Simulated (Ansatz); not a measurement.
**CH$_{2}$AlClF (charge −1): density, localisation and related maps**

Input

```
crystal:
  periodic: [false, false, false]
  atoms:
    - { symbol: F, position_ang: [2.20042, -0.31241, 0.06129] }
    - { symbol: C, position_ang: [0.9186, -0.50509, -0.59257] }
    - { symbol: Al, position_ang: [-0.51636, 0.49216, 0.21675] }
    - { symbol: Cl, position_ang: [-2.3433, 0.51129, -0.84364] }
    - { symbol: H, position_ang: [0.67695, -1.57299, -0.35036] }
    - { symbol: H, position_ang: [-0.9363, 1.38704, 1.50853] }
total_charge: -1
basis:
  gaussian: { orbitals: def2-mTZVP }
hamiltonian:
  xc: r2scan
relax:
  f_tol: 0.02
  max_steps: 50
output:
  orbitals: {}
```

Launched as:

```sh
ansatz run input.yaml --threads 2 --pin off --max-ram 3072MiB --backend cpu --events-out ev --progress --plain --runs-dir out
```

The fields are those of the relaxed geometry.

The highest occupied orbital lies above zero, a sign that basis and functional describe the outermost electron poorly.

Theory: RKS r2SCAN/def2-mTZVP (Ansatz 0.2.0).

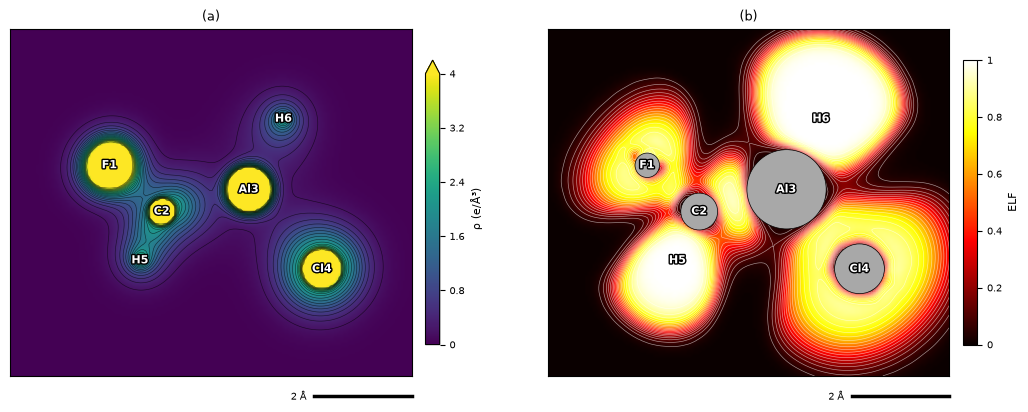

Figure 1. (a) total electron density; (b) electron localisation function on the molecular plane. Grey discs cover the atomic cores in the ELF map.

> What do the fields say about this system?

The section cuts through F, C, Al, Cl and H sites. C–F (1.42 Å): ρ at the midpoint is about 1.8 e/Å³, with its minimum of 1.4 e/Å³ about 0.5 Å from C; the ELF peaks at about 0.85 between the atoms; a shared but strongly polarised pair. C–Al (1.84 Å): the density is about 0.78 e/Å³ at the midpoint; the ELF peaks at about 0.95 between the atoms, as expected for a shared but strongly polarised pair. Al–Cl (2.21 Å): ρ is about 0.58 e/Å³ halfway; the ELF peaks at about 0.90 in the valence shell of Cl, 0.9 Å from its nucleus, and is about 0.80 at the midpoint. C–H (1.09 Å): ρ at the midpoint is about 1.9 e/Å³; the ELF climbs to about 1 towards the hydrogen, as it does in any bond to H: an ordinary covalent bond to hydrogen. Al–H (1.60 Å): ρ is about 0.49 e/Å³ halfway; the ELF climbs to about 1 towards the hydrogen. The ELF also peaks beside Cl4 and F1, away from the bonds: lone-pair regions.

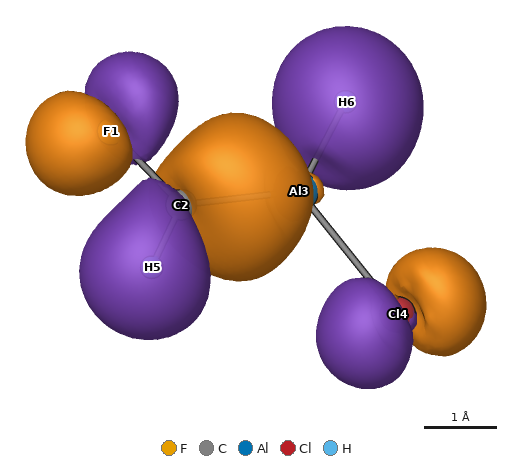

Figure 2. The HOMO−1 at ±0.08 Å⁻³ᐟ² (orange and purple are the two phases), seen at a tilt.

> Where does this orbital lie, and at what energy?

It lies mainly on C2 (about 30 %), F1 (about 25 %), Al3 (about 15 %), H6 (about 10 %), H5 (about 10 %) and Cl4 (about 10 %); it is symmetric in the molecular plane (an in-plane orbital: σ, lone-pair or in-plane π type). Its energy is −2.19 eV.
